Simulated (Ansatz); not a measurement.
Nudged elastic band, with input and output: CH$_{6}$BFOSi (part 1 of 2)

- system: CH$_{6}$BFOSi
- method: RKS r2SCANh-D4/def2-SVP (Ansatz 0.2.0)

The run did not end well. One setting was made poor on purpose. It belongs to a series of runs on one base structure; here: band between the two ends.

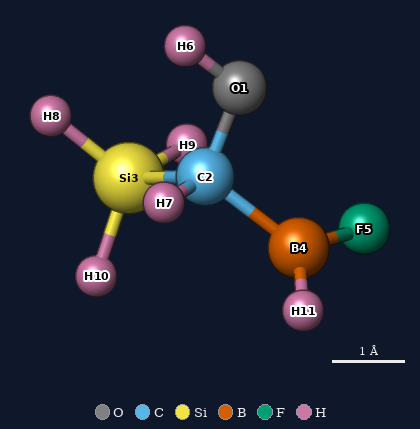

Fig. 1: The starting structure (ball-and-stick view, seen at a tilt; atoms are numbered from 1 in the order of the input).

Input file:
```yaml
crystal:
  periodic: [false, false, false]
  atoms:
    - { symbol: O, position_ang: [0.0982, 1.3158, 1.0206] }
    - { symbol: C, position_ang: [0.2161, 0.0436, 0.5551] }
    - { symbol: Si, position_ang: [-1.2138, -0.4212, -0.6107] }
    - { symbol: B, position_ang: [1.6746, -0.051, -0.2256] }
    - { symbol: F, position_ang: [1.8675, 0.7798, -1.3794] }
    - { symbol: H, position_ang: [-0.6618, 1.3488, 1.6997] }
    - { symbol: H, position_ang: [0.2677, -0.6605, 1.4176] }
    - { symbol: H, position_ang: [-2.4186, -0.3211, 0.1218] }
    - { symbol: H, position_ang: [-1.2051, 0.5169, -1.6996] }
    - { symbol: H, position_ang: [-0.9818, -1.7972, -1.0542] }
    - { symbol: H, position_ang: [2.4224, -0.8108, 0.1754] }
basis:
  gaussian: { orbitals: def2-SVP }
hamiltonian:
  xc: r2scanh
  dispersion: d4
neb:
  order_check: false
  images: 9
  f_tol: 0.03
  max_iterations: 60
  final_atoms:
    - { symbol: O, position_ang: [0.0982, 1.3158, 1.0206] }
    - { symbol: C, position_ang: [0.2161, 0.0436, 0.5551] }
    - { symbol: Si, position_ang: [-1.2138, -0.4212, -0.6107] }
    - { symbol: B, position_ang: [1.6746, -0.051, -0.2256] }
    - { symbol: F, position_ang: [1.8675, 0.7798, -1.3794] }
    - { symbol: H, position_ang: [-0.6618, 1.3488, 1.6997] }
    - { symbol: H, position_ang: [2.75785, 0.27726, 0.07058] }
    - { symbol: H, position_ang: [-2.4186, -0.3211, 0.1218] }
    - { symbol: H, position_ang: [-1.2051, 0.5169, -1.6996] }
    - { symbol: H, position_ang: [-0.9818, -1.7972, -1.0542] }
    - { symbol: H, position_ang: [2.4224, -0.8108, 0.1754] }
  initial_path:
    images:
      - { positions_ang: [[0.0982, 1.3158, 1.0206], [0.2161, 0.0436, 0.5551], [-1.2138, -0.4212, -0.6107], [1.6746, -0.051, -0.2256], [1.8675, 0.7798, -1.3794], [-0.6618, 1.3488, 1.6997], [0.2677, -0.6605, 1.4176], [-2.4186, -0.3211, 0.1218], [-1.2051, 0.5169, -1.6996], [-0.9818, -1.7972, -1.0542], [2.4224, -0.8108, 0.1754]] }
      - { positions_ang: [[0.07342562, 1.3053409, 1.02852625], [0.18797386, 0.03395571, 0.56006158], [-1.23193946, -0.41764901, -0.6220879], [1.65362568, -0.06797411, -0.20530003], [1.86417862, 0.76497038, -1.35385986], [-0.69331524, 1.34132591, 1.69949375], [0.47273989, -0.60116735, 1.39025104], [-2.44344, -0.3117663, 0.09778985], [-1.20550946, 0.52361186, -1.70734805], [-1.0042462, -1.79364985, -1.06770831], [2.39190669, -0.83389813, 0.20088167]] }
      - { positions_ang: [[0.04865125, 1.2948818, 1.03645251], [0.15984773, 0.02431142, 0.56502316], [-1.25007892, -0.41409802, -0.6334758], [1.63265137, -0.08494823, -0.18500006], [1.86085723, 0.75014077, -1.32831971], [-0.72483049, 1.33385182, 1.69928751], [0.67777978, -0.54183471, 1.36290208], [-2.46827999, -0.30243261, 0.07377969], [-1.20591893, 0.53032371, -1.71509609], [-1.0266924, -1.79009969, -1.08121662], [2.36141338, -0.85699627, 0.22636334]] }
      - { positions_ang: [[0.02387687, 1.2844227, 1.04437876], [0.13172159, 0.01466714, 0.56998474], [-1.26821838, -0.41054703, -0.6448637], [1.61167705, -0.10192234, -0.16470009], [1.85753585, 0.73531115, -1.30277957], [-0.75634573, 1.32637773, 1.69908126], [0.88281967, -0.48250206, 1.33555312], [-2.49311999, -0.29309891, 0.04976954], [-1.20632839, 0.53703557, -1.72284414], [-1.0491386, -1.78654954, -1.09472493], [2.33092007, -0.8800944, 0.25184501]] }
      - { positions_ang: [[-0.00089751, 1.2739636, 1.05230502], [0.10359546, 0.00502285, 0.57494632], [-1.28635784, -0.40699604, -0.6562516], [1.59070273, -0.11889646, -0.14440012], [1.85421446, 0.72048153, -1.27723943], [-0.78786098, 1.31890364, 1.69887501], [1.08785955, -0.42316942, 1.30820416], [-2.51795999, -0.28376521, 0.02575939], [-1.20673785, 0.54374742, -1.73059218], [-1.0715848, -1.78299938, -1.10823324], [2.30042676, -0.90319253, 0.27732668]] }
      - { positions_ang: [[-0.02567189, 1.2635045, 1.06023127], [0.07546932, -0.00462144, 0.5799079], [-1.30449731, -0.40344505, -0.66763951], [1.56972841, -0.13587057, -0.12410015], [1.85089308, 0.70565192, -1.25169928], [-0.81937622, 1.31142954, 1.69866877], [1.29289944, -0.36383677, 1.28085519], [-2.54279998, -0.27443152, 0.00174924], [-1.20714731, 0.55045928, -1.73834023], [-1.094031, -1.77944923, -1.12174155], [2.26993345, -0.92629067, 0.30280835]] }
      - { positions_ang: [[-0.00089751, 1.2739636, 1.05230502], [0.10359546, 0.00502285, 0.57494632], [-1.28635784, -0.40699604, -0.6562516], [1.59070273, -0.11889646, -0.14440012], [1.85421446, 0.72048153, -1.27723943], [-0.78786098, 1.31890364, 1.69887501], [1.58588955, -0.23561742, 1.03880016], [-2.51795999, -0.28376521, 0.02575939], [-1.20673785, 0.54374742, -1.73059218], [-1.0715848, -1.78299938, -1.10823324], [2.30042676, -0.90319253, 0.27732668]] }
      - { positions_ang: [[0.02387687, 1.2844227, 1.04437876], [0.13172159, 0.01466714, 0.56998474], [-1.26821838, -0.41054703, -0.6448637], [1.61167705, -0.10192234, -0.16470009], [1.85753585, 0.73531115, -1.30277957], [-0.75634573, 1.32637773, 1.69908126], [1.87887967, -0.10739806, 0.79674512], [-2.49311999, -0.29309891, 0.04976954], [-1.20632839, 0.53703557, -1.72284414], [-1.0491386, -1.78654954, -1.09472493], [2.33092007, -0.8800944, 0.25184501]] }
      - { positions_ang: [[0.04865125, 1.2948818, 1.03645251], [0.15984773, 0.02431142, 0.56502316], [-1.25007892, -0.41409802, -0.6334758], [1.63265137, -0.08494823, -0.18500006], [1.86085723, 0.75014077, -1.32831971], [-0.72483049, 1.33385182, 1.69928751], [2.17186978, 0.02082129, 0.55469008], [-2.46827999, -0.30243261, 0.07377969], [-1.20591893, 0.53032371, -1.71509609], [-1.0266924, -1.79009969, -1.08121662], [2.36141338, -0.85699627, 0.22636334]] }
      - { positions_ang: [[0.07342562, 1.3053409, 1.02852625], [0.18797386, 0.03395571, 0.56006158], [-1.23193946, -0.41764901, -0.6220879], [1.65362568, -0.06797411, -0.20530003], [1.86417862, 0.76497038, -1.35385986], [-0.69331524, 1.34132591, 1.69949375], [2.46485989, 0.14904065, 0.31263504], [-2.44344, -0.3117663, 0.09778985], [-1.20550946, 0.52361186, -1.70734805], [-1.0042462, -1.79364985, -1.06770831], [2.39190669, -0.83389813, 0.20088167]] }
      - { positions_ang: [[0.0982, 1.3158, 1.0206], [0.2161, 0.0436, 0.5551], [-1.2138, -0.4212, -0.6107], [1.6746, -0.051, -0.2256], [1.8675, 0.7798, -1.3794], [-0.6618, 1.3488, 1.6997], [2.75785, 0.27726, 0.07058], [-2.4186, -0.3211, 0.1218], [-1.2051, 0.5169, -1.6996], [-0.9818, -1.7972, -1.0542], [2.4224, -0.8108, 0.1754]] }
```

Launched with:
```bash
ansatz run input.yaml --threads 2 --pin off --max-ram 3072MiB --backend cpu --events-out ev --progress --plain --runs-dir out
```

The program's output:
```
Engine: ansatz 0.2.0, x86_64-unknown-linux-gnu
Functional definition: r2SCANh
  parameter a = 0.1
  parameter k0 = 0.174
  parameter k1 = 0.065
  parameter a1 = 4.9479
  exchange = (1 - a)*r2scan_x(k0 = k0, k1 = k1, a1 = a1) + a*exact_x
  correlation = r2scan_c
1109 factors; integrals over basis functions are off by at most 5.2e-4 eV
mean field evaluation 1: about -14435.9574 eV, gradient 4.7e1 eV
mean field evaluation 2: about -14430.7958 eV, gradient 7.0e1 eV
mean field evaluation 4: about -14440.4396 eV, gradient 3.1e0 eV
mean field evaluation 8: about -14440.4765 eV, gradient 5.6e-2 eV
mean field evaluation 16: about -14440.4765 eV, gradient 2.1e-5 eV
mean field -14440.47652952 eV, -530.6777243532 hartree, gradient 2.1e-5 eV, S^2 0.000000; 0 other end points of the search recorded, 0 dependent functions left out
the calculation of the forces begins
reference -14440.47653930 eV, -530.6777247126 hartree; 24, 24 occupied and 80, 80 virtual orbitals, 1109 factors
1110 factors; integrals over basis functions are off by at most 1.1e-3 eV
mean field evaluation 32: about -14435.1560 eV, gradient 2.6e-3 eV
mean field -14435.15597505 eV, -530.4821975830 hartree, gradient 5.0e-5 eV, S^2 0.000000; 1 other end points of the search recorded, 0 dependent functions left out
[... from here on the field's lines of each further geometry are left out, up to the last ...]
WARN: NEB end point (image 0): max|allowed force component| = 3.089e0 eV/Å (the criterion of neb.relax_end_points is 1.000e-2). That is over neb.f_tol: it is no minimum, so the barrier can be far off. Relax it first
WARN: NEB end point (image 10): max|allowed force component| = 4.235e0 eV/Å (the criterion of neb.relax_end_points is 1.000e-2). That is over neb.f_tol: it is no minimum, so the barrier can be far off. Relax it first
NEB iter   1: max|band force component| = 1.267e1 eV/Å  barrier→ = 6.8679 eV  barrier← = 1.5476 eV  Δτ_max = 0.2000 Å  (498 SCF iters)
NEB iter   2: max|band force component| = 3.907e0 eV/Å  barrier→ = 5.3203 eV  barrier← = 0.0000 eV  Δτ_max = 0.1995 Å  (380 SCF iters)
NEB iter   3: max|band force component| = 2.037e0 eV/Å  barrier→ = 5.3203 eV  barrier← = 0.0000 eV  Δτ_max = 0.1993 Å  (303 SCF iters)
NEB iter   4: max|band force component| = 2.220e0 eV/Å  barrier→ = 5.3203 eV  barrier← = 0.0000 eV  Δτ_max = 0.0999 Å  (298 SCF iters)
NEB iter   5: max|band force component| = 1.387e0 eV/Å  barrier→ = 5.3203 eV  barrier← = 0.0000 eV  Δτ_max = 0.0999 Å  (268 SCF iters)
NEB iter   6: max|band force component| = 9.602e-1 eV/Å  barrier→ = 5.3203 eV  barrier← = 0.0000 eV  Δτ_max = 0.2000 Å  (266 SCF iters)
NEB iter   7: max|band force component| = 1.308e0 eV/Å  barrier→ = 5.3203 eV  barrier← = 0.0000 eV  Δτ_max = 0.1001 Å  (272 SCF iters)
NEB iter   8: max|band force component| = 8.514e-1 eV/Å  barrier→ = 5.3203 eV  barrier← = 0.0000 eV  Δτ_max = 0.2000 Å  (257 SCF iters)
NEB iter   9: max|band force component| = 1.151e0 eV/Å  barrier→ = 5.3203 eV  barrier← = 0.0000 eV  Δτ_max = 0.1004 Å  (268 SCF iters)
NEB iter  10: max|band force component| = 1.233e0 eV/Å  barrier→ = 5.3203 eV  barrier← = 0.0000 eV  Δτ_max = 0.0505 Å  (250 SCF iters)
NEB iter  11: max|band force component| = 5.175e-1 eV/Å  barrier→ = 5.3203 eV  barrier← = 0.0000 eV  Δτ_max = 0.1007 Å  (256 SCF iters)
NEB iter  12: max|band force component| = 8.535e-1 eV/Å  barrier→ = 1.3480 eV  barrier← = -3.9723 eV  CI = image 9  Δτ_max = 0.1006 Å  (257 SCF iters)
NEB iter  13: max|band force component| = 1.146e0 eV/Å  barrier→ = 1.3232 eV  barrier← = -3.9971 eV  CI = image 9  Δτ_max = 0.1003 Å  (257 SCF iters)
NEB iter  14: max|band force component| = 1.499e0 eV/Å  barrier→ = 1.3741 eV  barrier← = -3.9462 eV  CI = image 9  Δτ_max = 0.2000 Å  (257 SCF iters)
NEB iter  15: max|band force component| = 1.893e0 eV/Å  barrier→ = 1.7047 eV  barrier← = -3.6156 eV  CI = image 9  Δτ_max = 0.2000 Å  (260 SCF iters)
NEB iter  16: max|band force component| = 2.464e0 eV/Å  barrier→ = 2.3122 eV  barrier← = -3.0080 eV  CI = image 9  Δτ_max = 0.2000 Å  (272 SCF iters)
NEB iter  17: max|band force component| = 2.120e0 eV/Å  barrier→ = 2.9553 eV  barrier← = -2.3650 eV  CI = image 9  Δτ_max = 0.2000 Å  (280 SCF iters)
NEB iter  18: max|band force component| = 5.647e0 eV/Å  barrier→ = 2.9518 eV  barrier← = -2.3684 eV  CI = image 9  Δτ_max = 0.1014 Å  (266 SCF iters)
NEB iter  19: max|band force component| = 2.152e0 eV/Å  barrier→ = 3.2209 eV  barrier← = -2.0993 eV  CI = image 9  Δτ_max = 0.2000 Å  (258 SCF iters)
NEB iter  20: max|band force component| = 3.197e0 eV/Å  barrier→ = 3.5513 eV  barrier← = -1.7689 eV  CI = image 9  Δτ_max = 0.2000 Å  (264 SCF iters)
NEB iter  21: max|band force component| = 2.708e0 eV/Å  barrier→ = 3.4513 eV  barrier← = -1.8690 eV  CI = image 9  Δτ_max = 0.2000 Å  (276 SCF iters)
NEB iter  22: max|band force component| = 4.135e0 eV/Å  barrier→ = 3.3734 eV  barrier← = -1.9468 eV  CI = image 9  Δτ_max = 0.1013 Å  (259 SCF iters)
NEB iter  23: max|band force component| = 2.661e0 eV/Å  barrier→ = 3.1906 eV  barrier← = -2.1296 eV  CI = image 9  Δτ_max = 0.2000 Å  (249 SCF iters)
NEB iter  24: max|band force component| = 3.975e0 eV/Å  barrier→ = 4.1153 eV  barrier← = -1.2050 eV  CI = image 9  Δτ_max = 0.2000 Å  (260 SCF iters)
NEB iter  25: max|band force component| = 3.162e0 eV/Å  barrier→ = 3.2066 eV  barrier← = -2.1137 eV  CI = image 9  Δτ_max = 0.1991 Å  (257 SCF iters)
NEB iter  26: max|band force component| = 2.326e0 eV/Å  barrier→ = 3.4298 eV  barrier← = -1.8905 eV  CI = image 9  Δτ_max = 0.2000 Å  (269 SCF iters)
NEB iter  27: max|band force component| = 2.295e0 eV/Å  barrier→ = 3.0136 eV  barrier← = -2.3067 eV  CI = image 9  Δτ_max = 0.2000 Å  (267 SCF iters)
NEB iter  28: max|band force component| = 7.155e0 eV/Å  barrier→ = 3.1043 eV  barrier← = -2.2160 eV  CI = image 9  Δτ_max = 0.0996 Å  (254 SCF iters)
NEB iter  29: max|band force component| = 2.509e0 eV/Å  barrier→ = 2.9932 eV  barrier← = -2.3271 eV  CI = image 9  Δτ_max = 0.2000 Å  (246 SCF iters)
NEB iter  30: max|band force component| = 3.460e0 eV/Å  barrier→ = 3.9280 eV  barrier← = -1.3923 eV  CI = image 9  Δτ_max = 0.2000 Å  (259 SCF iters)
NEB iter  31: max|band force component| = 3.106e0 eV/Å  barrier→ = 3.7536 eV  barrier← = -1.5667 eV  CI = image 9  Δτ_max = 0.1986 Å  (261 SCF iters)
NEB iter  32: max|band force component| = 3.103e0 eV/Å  barrier→ = 3.2322 eV  barrier← = -2.0881 eV  CI = image 9  Δτ_max = 0.2000 Å  (248 SCF iters)
NEB iter  33: max|band force component| = 2.397e0 eV/Å  barrier→ = 3.1048 eV  barrier← = -2.2155 eV  CI = image 9  Δτ_max = 0.1995 Å  (252 SCF iters)
NEB iter  34: max|band force component| = 2.857e0 eV/Å  barrier→ = 3.2326 eV  barrier← = -2.0877 eV  CI = image 9  Δτ_max = 0.2000 Å  (254 SCF iters)
NEB iter  35: max|band force component| = 2.609e0 eV/Å  barrier→ = 3.1140 eV  barrier← = -2.2063 eV  CI = image 9  Δτ_max = 0.2000 Å  (254 SCF iters)
NEB iter  36: max|band force component| = 2.770e0 eV/Å  barrier→ = 3.1216 eV  barrier← = -2.1987 eV  CI = image 9  Δτ_max = 0.2000 Å  (251 SCF iters)
NEB iter  37: max|band force component| = 2.435e0 eV/Å  barrier→ = 2.9819 eV  barrier← = -2.3384 eV  CI = image 9  Δτ_max = 0.2000 Å  (241 SCF iters)
NEB iter  38: max|band force component| = 2.825e0 eV/Å  barrier→ = 3.0272 eV  barrier← = -2.2931 eV  CI = image 9  Δτ_max = 0.1970 Å  (246 SCF iters)
NEB iter  39: max|band force component| = 2.552e0 eV/Å  barrier→ = 2.9348 eV  barrier← = -2.3855 eV  CI = image 9  Δτ_max = 0.2000 Å  (241 SCF iters)
NEB iter  40: max|band force component| = 2.652e0 eV/Å  barrier→ = 2.9188 eV  barrier← = -2.4015 eV  CI = image 9  Δτ_max = 0.1972 Å  (245 SCF iters)
NEB iter  41: max|band force component| = 2.703e0 eV/Å  barrier→ = 2.9240 eV  barrier← = -2.3963 eV  CI = image 9  Δτ_max = 0.1998 Å  (248 SCF iters)
NEB iter  42: max|band force component| = 2.102e0 eV/Å  barrier→ = 2.7633 eV  barrier← = -2.5569 eV  CI = image 9  Δτ_max = 0.1987 Å  (251 SCF iters)
NEB iter  43: max|band force component| = 2.859e0 eV/Å  barrier→ = 2.9246 eV  barrier← = -2.3957 eV  CI = image 9  Δτ_max = 0.1983 Å  (246 SCF iters)
NEB iter  44: max|band force component| = 2.272e0 eV/Å  barrier→ = 2.7332 eV  barrier← = -2.5871 eV  CI = image 9  Δτ_max = 0.1997 Å  (249 SCF iters)
NEB iter  45: max|band force component| = 3.002e0 eV/Å  barrier→ = 2.9856 eV  barrier← = -2.3347 eV  CI = image 9  Δτ_max = 0.1981 Å  (241 SCF iters)
NEB iter  46: max|band force component| = 2.361e0 eV/Å  barrier→ = 2.8708 eV  barrier← = -2.4495 eV  CI = image 9  Δτ_max = 0.1987 Å  (245 SCF iters)
NEB iter  47: max|band force component| = 2.695e0 eV/Å  barrier→ = 2.9610 eV  barrier← = -2.3593 eV  CI = image 9  Δτ_max = 0.1985 Å  (245 SCF iters)
NEB iter  48: max|band force component| = 2.429e0 eV/Å  barrier→ = 2.9148 eV  barrier← = -2.4055 eV  CI = image 9  Δτ_max = 0.1988 Å  (243 SCF iters)
NEB iter  49: max|band force component| = 2.785e0 eV/Å  barrier→ = 3.0079 eV  barrier← = -2.3124 eV  CI = image 9  Δτ_max = 0.1984 Å  (239 SCF iters)
NEB iter  50: max|band force component| = 2.468e0 eV/Å  barrier→ = 2.9833 eV  barrier← = -2.3370 eV  CI = image 9  Δτ_max = 0.1991 Å  (237 SCF iters)
NEB iter  51: max|band force component| = 2.846e0 eV/Å  barrier→ = 3.0932 eV  barrier← = -2.2271 eV  CI = image 9  Δτ_max = 0.1980 Å  (233 SCF iters)
NEB iter  52: max|band force component| = 2.616e0 eV/Å  barrier→ = 3.0867 eV  barrier← = -2.2336 eV  CI = image 9  Δτ_max = 0.1997 Å  (219 SCF iters)
NEB iter  53: max|band force component| = 2.887e0 eV/Å  barrier→ = 3.1106 eV  barrier← = -2.2097 eV  CI = image 9  Δτ_max = 0.1977 Å  (212 SCF iters)
NEB iter  54: max|band force component| = 2.781e0 eV/Å  barrier→ = 3.2077 eV  barrier← = -2.1125 eV  CI = image 9  Δτ_max = 0.1995 Å  (231 SCF iters)
NEB iter  55: max|band force component| = 3.186e0 eV/Å  barrier→ = 3.1860 eV  barrier← = -2.1343 eV  CI = image 9  Δτ_max = 0.2000 Å  (236 SCF iters)
NEB iter  56: max|band force component| = 2.421e0 eV/Å  barrier→ = 3.2151 eV  barrier← = -2.1051 eV  CI = image 9  Δτ_max = 0.2000 Å  (240 SCF iters)
NEB iter  57: max|band force component| = 2.473e0 eV/Å  barrier→ = 2.9274 eV  barrier← = -2.3929 eV  CI = image 9  Δτ_max = 0.2000 Å  (244 SCF iters)
NEB iter  58: max|band force component| = 2.335e0 eV/Å  barrier→ = 2.7777 eV  barrier← = -2.5426 eV  CI = image 9  Δτ_max = 0.1997 Å  (248 SCF iters)
NEB iter  59: max|band force component| = 2.088e0 eV/Å  barrier→ = 2.5815 eV  barrier← = -2.7388 eV  CI = image 9  Δτ_max = 0.2000 Å  (241 SCF iters)
the calculation of the forces begins
reference -14440.84087062 eV, -530.6911136419 hartree; 24, 24 occupied and 80, 80 virtual orbitals, 1109 factors
these checks for a lower state are left out or cut short: starts, cluster_reference, orbital_swaps, neighbouring_geometries, increment
1110 factors; integrals over basis functions are off by at most 9.0e-4 eV
mean field -14437.37536017 eV, -530.5637584816 hartree, gradient 2.4e-5 eV, S^2 0.000000; 0 other end points of the search recorded, 0 dependent functions left out
the calculation of the forces begins
reference -14437.37536996 eV, -530.5637588413 hartree; 24, 24 occupied and 80, 80 virtual orbitals, 1110 factors
NEB iter  60: max|band force component| = 2.663e0 eV/Å  barrier→ = 3.1013 eV  barrier← = -2.2190 eV  CI = image 9  Δτ_max = 0.1002 Å  (239 SCF iters)
```

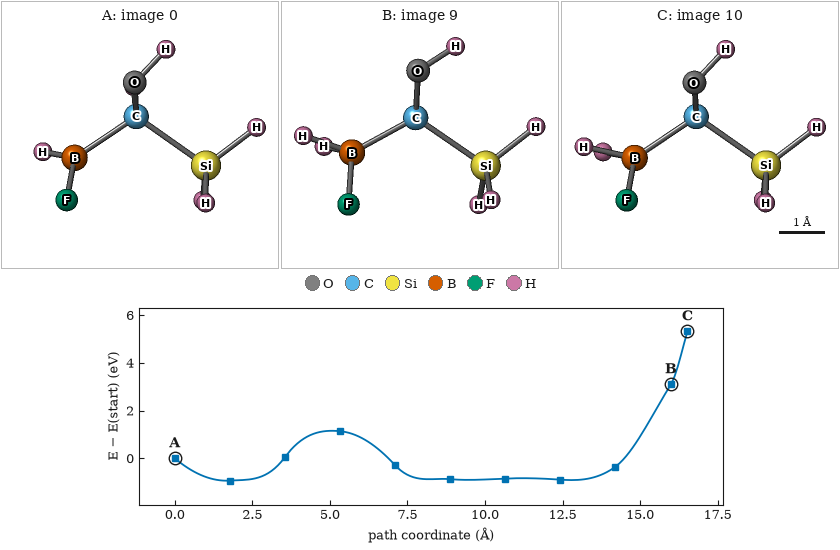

Fig. 2: Images of the last band (counted from 0; ball-and-stick, seen at a tilt) above the energy along the path; the line is a cubic interpolation that uses the forces. No image lies above both ends; the end is 5.320 eV above the start. The path is 16.53 Å long. The band had not converged after 60 iterations. The end points carry forces over 0.1 eV/Å, so they aren't fully relaxed minima and the barriers are approximate.
